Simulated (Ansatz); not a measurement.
# Phonon calculation of CH6AlFO2

System: CH6AlFO2.
Method: RKS B3LYP/def2-SVP (Ansatz 0.2.0).

It belongs to a series of runs on one base structure; here: vibrations at the highest image of the band. Figures and captions count atoms from 1; the log counts them from 0 in places.

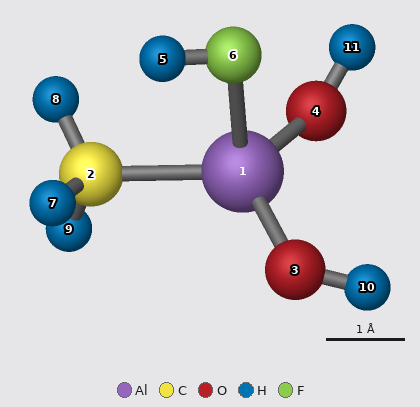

Figure 1. The structure (ball-and-stick view, seen at a tilt; atoms are numbered from 1 in the order of the input). Sticks mark near contacts.

**Input file**
```yaml
crystal:
  periodic: [false, false, false]
  atoms:
    - { symbol: Al, position_ang: [-0.088206, -0.566167, 0.035098] }
    - { symbol: C, position_ang: [0.801999, 0.940763, -0.855161] }
    - { symbol: O, position_ang: [-1.424436, -1.217982, -0.822931] }
    - { symbol: O, position_ang: [0.73013, -1.533833, 1.173064] }
    - { symbol: H, position_ang: [-0.945372, 1.596323, 0.864135] }
    - { symbol: F, position_ang: [-1.116178, 0.790333, 1.311269] }
    - { symbol: H, position_ang: [0.112454, 1.591456, -1.423294] }
    - { symbol: H, position_ang: [1.403927, 1.576767, -0.18154] }
    - { symbol: H, position_ang: [1.510736, 0.539521, -1.601359] }
    - { symbol: H, position_ang: [-1.799285, -2.079174, -0.618268] }
    - { symbol: H, position_ang: [0.81413, -1.638209, 2.118887] }
basis:
  gaussian: { orbitals: def2-SVP }
hamiltonian:
  xc: b3lyp
phonons: {}
```

Run as:
```bash
ansatz run input.yaml --threads 2 --pin off --max-ram 3072MiB --backend cpu --events-out ev --progress --plain --runs-dir out
```

**What the program printed**
```
Engine: ansatz 0.2.0, aarch64-unknown-linux-gnu
Functional definition: B3LYP
  parameter a0 = 0.2
  parameter ax = 0.72
  parameter ac = 0.81
  exchange = (1 - a0 - ax)*slater_x + ax*b88_x + a0*exact_x
  correlation = (1 - ac)*vwn_rpa_c + ac*lyp_c
1069 factors; integrals over basis functions are off by at most 2.9e-4 eV
mean field evaluation 1: about -14522.9897 eV, gradient 9.1e1 eV
mean field evaluation 2: about -14501.0257 eV, gradient 1.4e2 eV
mean field evaluation 4: about -14538.4330 eV, gradient 5.8e0 eV
mean field evaluation 8: about -14538.5181 eV, gradient 5.3e-2 eV
mean field -14538.51809081 eV, -534.2806852758 hartree, gradient 1.6e-5 eV, S^2 0.000000; 0 other end points of the search recorded, 0 dependent functions left out
the calculation of the forces begins
reference -14538.51833807 eV, -534.2806943623 hartree; 25, 25 occupied and 79, 79 virtual orbitals, 1069 factors
these checks for a lower state are left out or cut short: stability, starts, cluster_reference, orbital_swaps, neighbouring_geometries, increment
1069 factors; integrals over basis functions are off by at most 2.9e-4 eV
mean field evaluation 16: about -14538.5045 eV, gradient 1.6e-1 eV
mean field -14538.51794307 eV, -534.2806798464 hartree, gradient 2.6e-6 eV, S^2 0.000000; 0 other end points of the search recorded, 0 dependent functions left out
[... from here on the field's lines of each further geometry are left out, up to the last ...]
the calculation of the forces begins
reference -14538.51819918 eV, -534.2806892584 hartree; 25, 25 occupied and 79, 79 virtual orbitals, 1069 factors
these checks for a lower state are left out or cut short: stability, starts, cluster_reference, orbital_swaps, neighbouring_geometries, increment
1069 factors; integrals over basis functions are off by at most 2.9e-4 eV
mean field -14538.51788851 eV, -534.2806778412 hartree, gradient 2.1e-6 eV, S^2 0.000000; 0 other end points of the search recorded, 0 dependent functions left out
the calculation of the forces begins
reference -14538.51813566 eV, -534.2806869240 hartree; 25, 25 occupied and 79, 79 virtual orbitals, 1069 factors
WARN: phonons: modes at or below zero, which the zero-point energy, F, S and C_V leave out: 1, the lowest at -298.64 cm⁻¹. A minimum has none, and a first-order saddle one
Total energy: -14538.51833807 eV, -534.2806943623 hartree
Atom 0 at    -0.088206    -0.566167     0.035098 Å, force    -0.022404     0.026457     0.012077 eV/Å
Atom 1 at     0.801999     0.940763    -0.855161 Å, force     0.002927    -0.004289     0.000293 eV/Å
Atom 2 at    -1.424436    -1.217982    -0.822931 Å, force     0.003732    -0.001049    -0.002029 eV/Å
Atom 3 at     0.730130    -1.533833     1.173064 Å, force     0.041826    -0.045854    -0.020643 eV/Å
Atom 4 at    -0.945372     1.596323     0.864135 Å, force    -0.000985    -0.013220     0.005235 eV/Å
Atom 5 at    -1.116178     0.790333     1.311269 Å, force    -0.000714     0.012149    -0.001557 eV/Å
Atom 6 at     0.112454     1.591456    -1.423294 Å, force    -0.000173    -0.000618    -0.001145 eV/Å
Atom 7 at     1.403927     1.576767    -0.181540 Å, force    -0.000393    -0.004522     0.000118 eV/Å
Atom 8 at     1.510736     0.539521    -1.601359 Å, force     0.000762     0.003956    -0.004700 eV/Å
Atom 9 at    -1.799285    -2.079174    -0.618268 Å, force     0.000499    -0.000556     0.000077 eV/Å
Atom 10 at     0.814130    -1.638209     2.118887 Å, force    -0.025077     0.027547     0.012276 eV/Å
Dipole moment:    -0.137932     0.411208     0.456508 e Å
Vibrations: -298.64 88.13 113.58 129.03 187.97 212.28 219.50 250.60 262.49 284.50 341.08 482.97 584.36 612.65 682.90 692.86 828.62 920.21 1231.14 1435.99 1444.77 3004.99 3084.10 3087.12 3904.34 3919.34 4009.08 cm⁻¹, zero-point energy 1.984652 eV
```

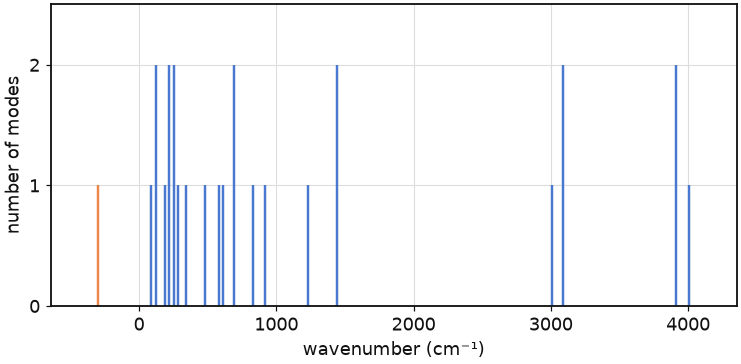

Figure 2. Harmonic vibrational wavenumbers from the force constants; neighbouring modes closer than 20 cm⁻¹ are counted in one stick, and imaginary ones are drawn at negative wavenumbers. 27 modes from 299i to 4009 cm⁻¹, 1 imaginary beyond 8i (299i cm⁻¹): a first-order saddle point, if the geometry is stationary.

**Key numbers**

| quantity | value |
| --- | --- |
| outcome | converged |
| total energy | −14538.5183 eV |
| mean-field energy | −14538.5183 eV |
| largest force (length of the vector) | 0.065 eV/Å |
| hardware | 2 threads of Arm Neoverse V1, 24 GiB of memory available, shared host |
| wall time | 1.9 min (CPU time 3.7 min) |
| peak memory | 0.21 GiB |
